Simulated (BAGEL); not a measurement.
# C3H5Cl (allyl chloride) at HF/6-31G(d) (density fitting with cc-pvqz-jkfit, spherical functions)

Aim: the vertical singlet–triplet gap of C3H5Cl (allyl chloride) at HF/6-31G* (density fitting with cc-pvqz-jkfit, spherical functions), from 2 runs. 

Program for the calculation: BAGEL 1.2.2.

6 further runs of the same task are left out: 3 that didn't finish, 3 set aside as unsound or not needed.

## 1. Starting point

C3H5Cl has 9 atoms, charge 0, and is taken as a singlet. SMILES: `C=CCCl`. The coordinates come from a PBE0-D4/def2-TZVP relaxation. This is one conformer, not always the lowest.

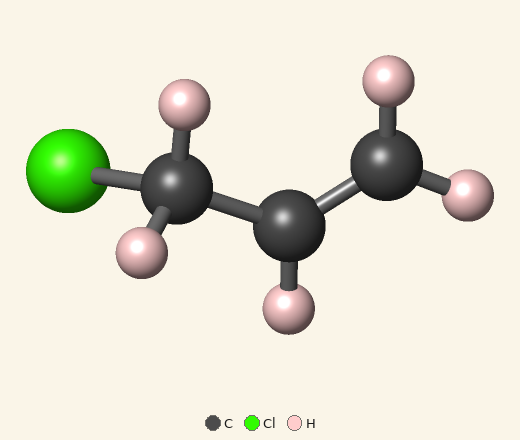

The structure, seen from a chosen angle (carbon dark grey, chlorine green, hydrogen pink).

## 2. The energy at HF/6-31G(d) (density fitting with cc-pvqz-jkfit, spherical functions)

input.json

```json
{ "bagel" : [

{
  "title" : "molecule",
  "basis" : "6-31gs.json",
  "df_basis" : "cc-pvqz-jkfit",
  "angstrom" : true,
  "geometry" : [
    { "atom" : "C", "xyz" : [   -0.295350,    1.315190,   -0.447700 ] },
    { "atom" : "C", "xyz" : [    0.370210,    0.171280,   -0.388240 ] },
    { "atom" : "C", "xyz" : [    0.080190,   -0.891510,    0.604460 ] },
    { "atom" : "Cl", "xyz" : [   -0.392790,   -2.419870,   -0.209260 ] },
    { "atom" : "H", "xyz" : [   -0.044240,    2.079040,   -1.173800 ] },
    { "atom" : "H", "xyz" : [   -1.115830,    1.528620,    0.230150 ] },
    { "atom" : "H", "xyz" : [    1.180420,   -0.031190,   -1.083310 ] },
    { "atom" : "H", "xyz" : [   -0.740340,   -0.613990,    1.264520 ] },
    { "atom" : "H", "xyz" : [    0.957740,   -1.137570,    1.203200 ] }
  ]
},
{
  "title" : "hf"
},
{
  "title" : "print",
  "file" : "orbitals.molden",
  "orbitals" : true
}

]}
```

The basis set 6-31G* is read from a file made from the Basis Set Exchange's data (not shown).

Run with:

```bash
$ BAGEL_NUM_THREADS=1 BAGEL input.json > input.out
```

Log:

```text
* using 1 threads per process

  ===============================================================
  ===============================================================

  *** Geometry ***

  { "atom" : "C", "xyz" : [     -0.558131,      2.485349,     -0.846030 ] },
  { "atom" : "C", "xyz" : [      0.699596,      0.323672,     -0.733667 ] },
  { "atom" : "C", "xyz" : [      0.151537,     -1.684710,      1.142264 ] },
  { "atom" : "Cl", "xyz" : [     -0.742266,     -4.572892,     -0.395444 ] },
  { "atom" : "H", "xyz" : [     -0.083601,      3.928816,     -2.218161 ] },
  { "atom" : "H", "xyz" : [     -2.108613,      2.888673,      0.434920 ] },
  { "atom" : "H", "xyz" : [      2.230671,     -0.058941,     -2.047159 ] },
  { "atom" : "H", "xyz" : [     -1.399040,     -1.160273,      2.389596 ] },
  { "atom" : "H", "xyz" : [      1.809866,     -2.149696,      2.273718 ] },

  Number of auxiliary basis functions:      721

  Since a DF basis is specified, we compute 2- and 3-index integrals:
    o Being stored without compression. Storage requirement is 0.028 GB

  Number of basis functions:       70
  Number of electrons      :       40

    * METHOD: MOLECULE                             0.45

  *** RHF ***

  === Nuclear Repulsion ===
   144.0348048613

      * DIIS with orbital gradients will be used.

  === RHF iteration (6-31gs.json) ===
      0       -575.89029594          0.01354856           0.07
      1       -575.96193903          0.00401273           0.07
      2       -575.96822212          0.00140736           0.07
      3       -575.96903312          0.00026120           0.07
      4       -575.96906144          0.00007165           0.07
      5       -575.96906548          0.00002281           0.07
      6       -575.96906591          0.00000748           0.07
      7       -575.96906596          0.00000244           0.07
      8       -575.96906596          0.00000066           0.07
      9       -575.96906596          0.00000030           0.07
     10       -575.96906596          0.00000011           0.07
     11       -575.96906596          0.00000005           0.07
     12       -575.96906596          0.00000002           0.07
     13       -575.96906596          0.00000001           0.07
    * SCF iteration converged.

    * Permanent dipole moment:
           (   -0.239111,    -0.829921,    -0.347562) a.u.

    * METHOD: HF                                   1.10

    * METHOD: PRINT                                0.01

  ===============================================================
```

Wall time 1.7 s (1 thread of Arm Neoverse V2, shared host).

## 3. The triplet at the same level

input.json

```json
{ "bagel": [

{
  "title": "molecule",
  "basis": "6-31gs.json",
  "df_basis": "cc-pvqz-jkfit",
  "angstrom": true,
  "geometry": [
    { "atom": "C", "xyz": [   -0.295350,    1.315190,   -0.447700 ] },
    { "atom": "C", "xyz": [    0.370210,    0.171280,   -0.388240 ] },
    { "atom": "C", "xyz": [    0.080190,   -0.891510,    0.604460 ] },
    { "atom": "Cl", "xyz": [   -0.392790,   -2.419870,   -0.209260 ] },
    { "atom": "H", "xyz": [   -0.044240,    2.079040,   -1.173800 ] },
    { "atom": "H", "xyz": [   -1.115830,    1.528620,    0.230150 ] },
    { "atom": "H", "xyz": [    1.180420,   -0.031190,   -1.083310 ] },
    { "atom": "H", "xyz": [   -0.740340,   -0.613990,    1.264520 ] },
    { "atom": "H", "xyz": [    0.957740,   -1.137570,    1.203200 ] }
  ]
},
{ "title": "uhf", "nopen": 2 },
{ "title": "print", "file": "orbitals.molden", "orbitals": true }

]}
```

The basis set 6-31G* is read from a file made from the Basis Set Exchange's data (not shown).

Run with:

```bash
$ BAGEL_NUM_THREADS=1 BAGEL input.json > input.out
```

Log:

```text
* using 1 threads per process

  ===============================================================
  ===============================================================

  *** Geometry ***

  { "atom" : "C", "xyz" : [     -0.558131,      2.485349,     -0.846030 ] },
  { "atom" : "C", "xyz" : [      0.699596,      0.323672,     -0.733667 ] },
  { "atom" : "C", "xyz" : [      0.151537,     -1.684710,      1.142264 ] },
  { "atom" : "Cl", "xyz" : [     -0.742266,     -4.572892,     -0.395444 ] },
  { "atom" : "H", "xyz" : [     -0.083601,      3.928816,     -2.218161 ] },
  { "atom" : "H", "xyz" : [     -2.108613,      2.888673,      0.434920 ] },
  { "atom" : "H", "xyz" : [      2.230671,     -0.058941,     -2.047159 ] },
  { "atom" : "H", "xyz" : [     -1.399040,     -1.160273,      2.389596 ] },
  { "atom" : "H", "xyz" : [      1.809866,     -2.149696,      2.273718 ] },

  Number of auxiliary basis functions:      721

  Since a DF basis is specified, we compute 2- and 3-index integrals:
    o Being stored without compression. Storage requirement is 0.028 GB

  Number of basis functions:       70
  Number of electrons      :       40

    * METHOD: MOLECULE                             0.44

  *** Open-shell HF ***

  === Nuclear Repulsion ===
   144.0348048613

      * DIIS with orbital gradients will be used.

  === UHF iteration (6-31gs.json) ===
      0       -575.69774172          0.02536620           0.14
      1       -575.80542299          0.00796837           0.14
      2       -575.82991630          0.00402734           0.14
      3       -575.83718650          0.00179791           0.14
      4       -575.84095528          0.00070827           0.14
      5       -575.84147845          0.00021310           0.14
      6       -575.84154760          0.00008757           0.14
      7       -575.84156506          0.00003641           0.14
      8       -575.84157043          0.00001308           0.14
      9       -575.84157121          0.00000653           0.14
     10       -575.84157147          0.00000352           0.14
     11       -575.84157156          0.00000151           0.14
     12       -575.84157158          0.00000070           0.14
     13       -575.84157158          0.00000042           0.14
     14       -575.84157159          0.00000017           0.14
     15       -575.84157159          0.00000007           0.14
     16       -575.84157159          0.00000004           0.14
     17       -575.84157159          0.00000002           0.14
     18       -575.84157159          0.00000001           0.14
    * SCF iteration converged.

    * S^2 (UHF) is 2.0226

    * Permanent dipole moment:
           (   -0.270799,    -0.866009,    -0.327019) a.u.

    * METHOD: UHF                                  2.77

    * METHOD: PRINT                                0.01

  ===============================================================
```

Run time: 3.6 s. Hardware: 1 thread of Arm Neoverse V2, shared host.

## 4. What came out

Level: HF/6-31G* (density fitting with cc-pvqz-jkfit, spherical functions).

| quantity | value |
| --- | --- |
| singlet: total energy | -575.96907 Eh |
| singlet: dipole moment | 2.37 D |
| singlet: HOMO energy | -10.29 eV |
| singlet: LUMO energy | 4.10 eV |
| singlet: HOMO–LUMO gap | 14.39 eV |
| triplet: total energy | -575.84157 Eh |
| triplet: dipole moment | 2.45 D |
| triplet: ⟨S²⟩ | 2.023 |
| vertical energy of the triplet above the singlet | 3.469 eV |

At this shape the triplet lies 3.47 eV (80 kcal/mol) above the singlet.
